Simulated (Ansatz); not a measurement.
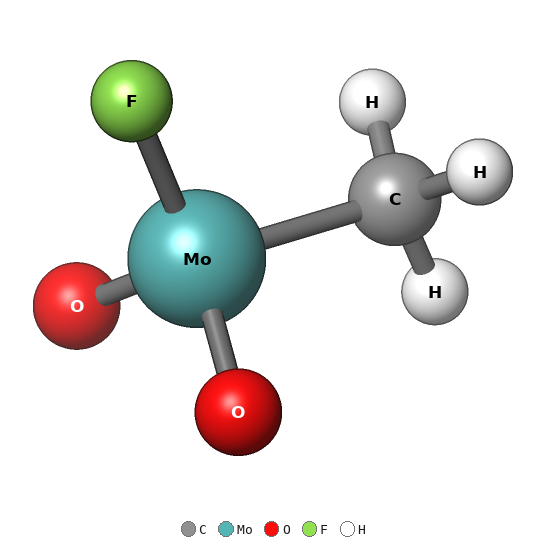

Rendered structure (ball-and-stick style). Every bond is drawn as one stick, whatever its order.

Charge 0, singlet. The computed structure is the end point of a PBE0-D4/def2-TZVP optimisation.

Give the formula.

CH₃FMoO₂, 8 atoms: 1 carbon, 3 hydrogen, 1 fluorine, 1 molybdenum and 2 oxygen.

Which point group does it belong to?

Cs.

Count the bonded pairs by element.

3 C–H, 2 Mo–O, 1 C–Mo, 1 F–Mo.

Give a SMILES string for it.

[CH3][Mo](=[O])(=[O])[F]

How many atoms are distinct by symmetry?

6: 1 C, 1 Mo, 2 O, 1 F, 1 H, 2 H.

More results for the same structure follow; atom numbers are the same in all pictures, views and colours differ.

**Shape**

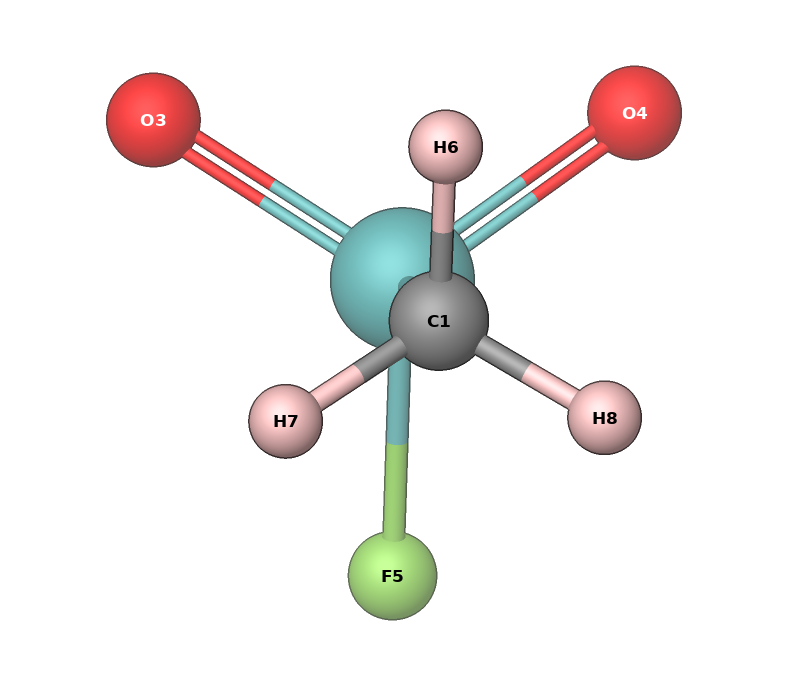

Mo2 lies behind C1. The molecule seen nearly along the C1–Mo2 bond, C1 in front. Distant atoms are faded towards the background colour.

What is the torsion angle H6–C1–Mo2–F5? The sign is positive where the front bond must turn clockwise to cover the back bond.

180°, antiperiplanar (anti). The bonds about C1–Mo2 are staggered.

**Vibrations**

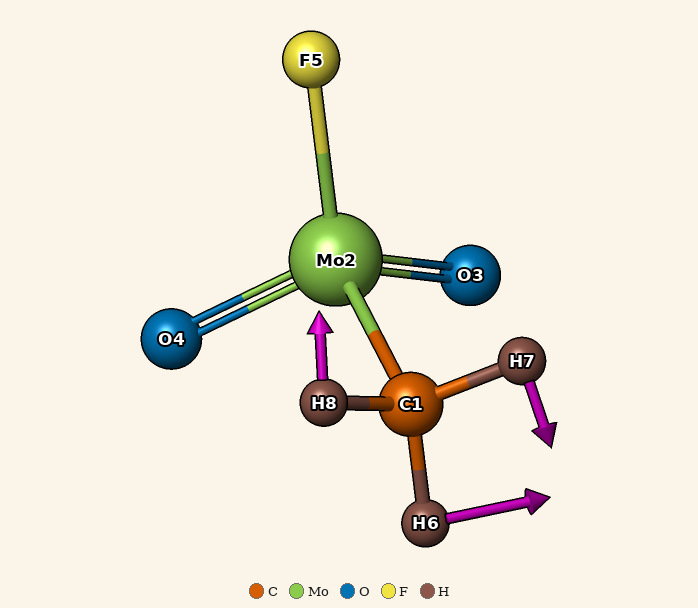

The arrows show one normal mode. Harmonic vibrations computed with RKS PBE0-D4/def2-TZVP, core potentials on Mo (Ansatz 0.2.0) at a stationary point of the same level.

Describe the motion.

Mostly H–C–H bending.

At what wavenumber does it lie?

1418 cm⁻¹; it is mode 15 of 18 counted from the lowest.

**Dipole moment**

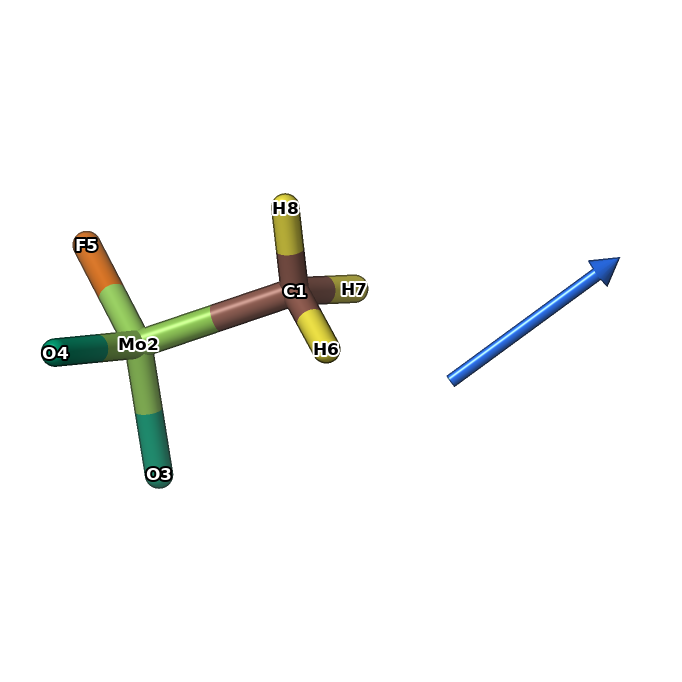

The arrow beside the molecule shows the direction of the dipole moment, from the negative to the positive end (its length means nothing). Properties computed with RKS r2SCAN-D4/def2-TZVPP, core potentials on Mo (Ansatz 0.2.0).

Estimate the dipole moment.

2.58 D; it points from the side of O3, O4 to the side of H7, H8 (the outermost atoms at the two ends).

**Thermal motion**

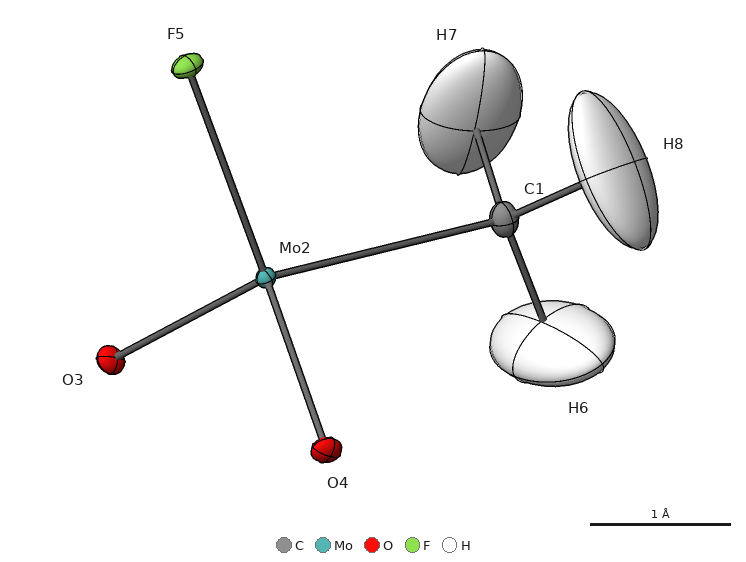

Displacement ellipsoids at the 50 % level, enlarged 1.5 times, from the internal vibrations of the free molecule (harmonic, no overall translation or rotation; no half-axis is drawn under 0.075 Å). Vibrations computed with RKS PBE0-D4/def2-TZVP, core potentials on Mo (Ansatz 0.2.0). Temperature: 100 K.

Which atom has the largest mean-square displacement?

H6, with U_eq = 0.0354 Å².

Does H8 move more along its bond or across it?

Across it: the root-mean-square amplitude is 0.086 Å along the bond and up to 0.262 Å across, since bending and torsion are softer than stretching.

Give the displacement parameters, one line for each set of equivalent atoms.

```json
{"atom": "C1", "U_eq (Å²)": "0.0026", "rms amplitudes (Å)": "0.046, 0.048, 0.058"}
{"atom": "Mo2", "U_eq (Å²)": "0.00021", "rms amplitudes (Å)": "0.013, 0.015, 0.015"}
{"atom": "O3, O4", "U_eq (Å²)": "0.0020", "rms amplitudes (Å)": "0.033, 0.045, 0.053"}
{"atom": "F5", "U_eq (Å²)": "0.0021", "rms amplitudes (Å)": "0.035, 0.044, 0.055"}
{"atom": "H6", "U_eq (Å²)": "0.0354", "rms amplitudes (Å)": "0.089, 0.164, 0.267"}
{"atom": "H7, H8", "U_eq (Å²)": "0.0335", "rms amplitudes (Å)": "0.085, 0.158, 0.261"}
```
